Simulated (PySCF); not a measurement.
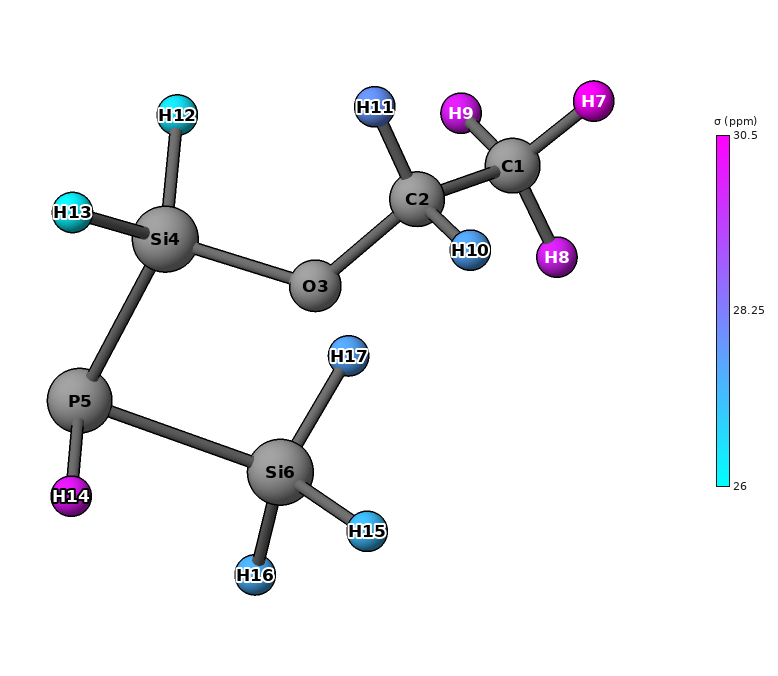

Atoms are coloured by their isotropic NMR shieldings (H only, the others grey). The computed structure is the end point of a PBE0-D3(BJ)/def2-SVP optimisation. No frequency run is at hand to confirm it as a minimum. Level of theory: GIAO CAM-B3LYP/pcSseg-1 NMR shielding, non-relativistic, gas phase (PySCF 2.14.0).

List the isotropic NMR shieldings of the H atoms.

```tsv
atom	σ (ppm)
H7	30.46
H8	29.91
H9	29.98
H10	27.51
H11	27.84
H12	26.39
H13	26.20
H14	30.09
H15	27.13
H16	27.34
H17	27.52
```
